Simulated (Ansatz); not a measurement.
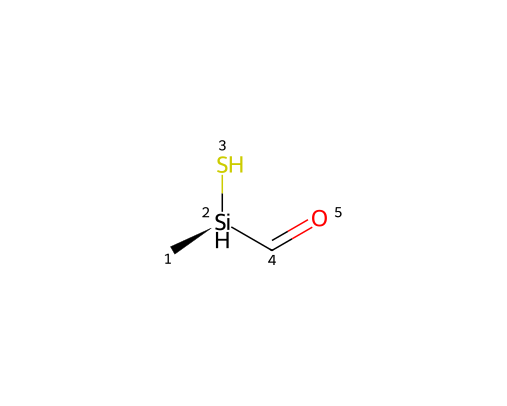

Skeletal drawing with numbered atoms; wedges and dashes mark any stereocentres. The configuration is that of a computed structure (PBE0-D4/def2-TZVP).

Q: Assign CIP descriptors.

A: Si2: R.
